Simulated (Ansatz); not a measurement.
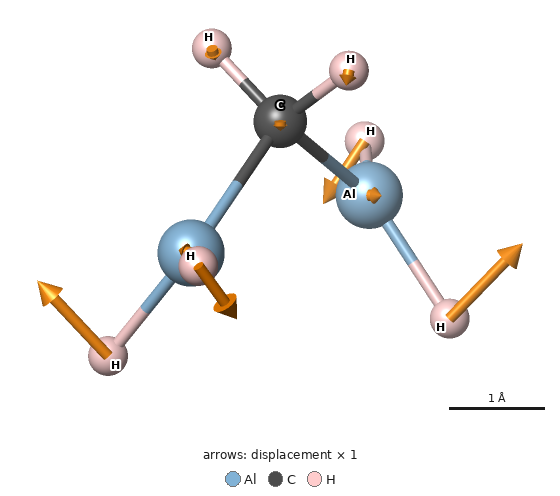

This is a relaxation of CH6Al2. The starting structure is drawn; orange arrows show the displacements, at their true length. The two geometries are superimposed by the best rigid fit.

Style: ball-and-stick. Shown from a free direction.

Computed with Ansatz 0.2.0, RKS PBE0-D4/def2-TZVP. Settings: force threshold 0.005 eV/Å; at most 200 steps.

Atoms of which element are displaced furthest, and by how much?

Hydrogen: up to 1.12 Å, against 0.16 Å for aluminium.

What happened in the run?

The energy falls by 0.170 eV in 16 accepted moves (17 points after the start). The largest force component goes from 0.72 to 0.0022 eV/Å. The line search rejected the trial step at point 12 of the run. The largest move after the best rigid fit is that of an H atom, 1.12 Å. Largest moves by element: H 1.12 Å, Al 0.16 Å, C 0.11 Å. Some distances before and after: Al–C 1.987 → 1.936 Å, Al–H 1.551 → 1.589 Å, C–H 1.108 → 1.097 Å. Bond angles that change, for instance: Al–C–Al 112.0° → 118.4°, H–Al–H 114.3° → 119.8°, C–Al–H 125.1° → 120.1°. Groups turn about Al–C by about 45°, Al–C by about 45°.
